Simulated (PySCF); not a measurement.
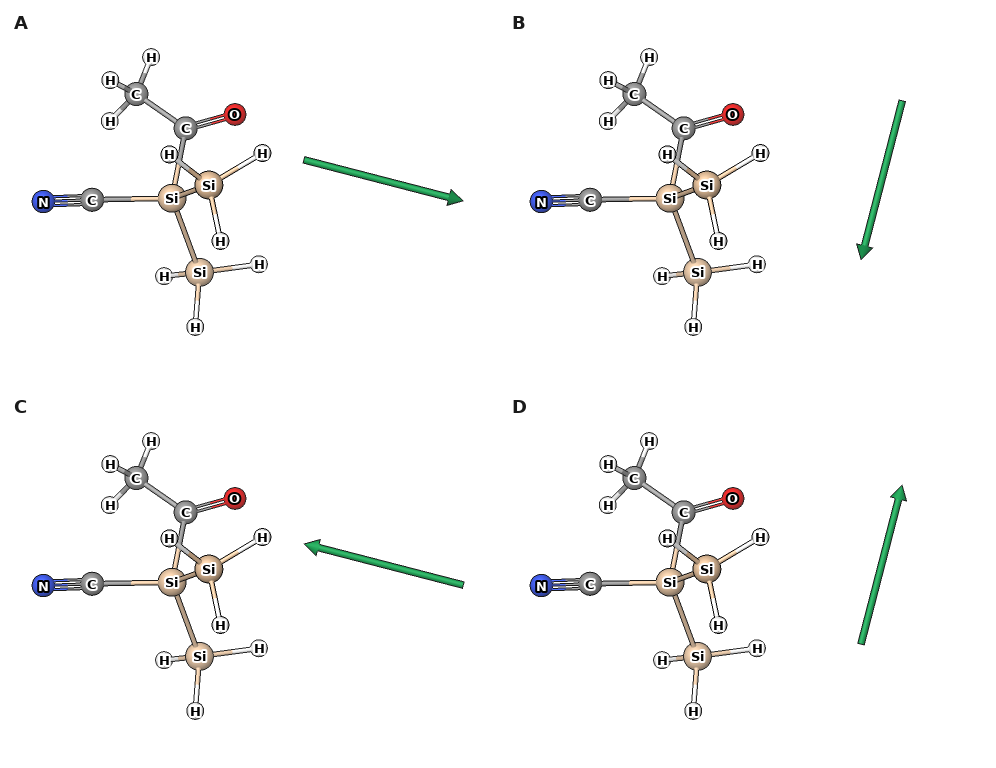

The same molecule four times, each with an arrow. The geometry was computed by an optimisation with GFN2-xTB. No frequency run is at hand to confirm it as a minimum. Method: PBE0/pcSseg-1, gas phase (PySCF 2.14.0).

Which arrow points along the dipole moment, from the negative to the positive end?

Answer. A. The dipole moment is 1.54 D.

The geometry is semi-empirical. Around Si such bond lengths and angles can be off by a tenth of an ångström or more and by several degrees, and values that hang on the shape move with them.
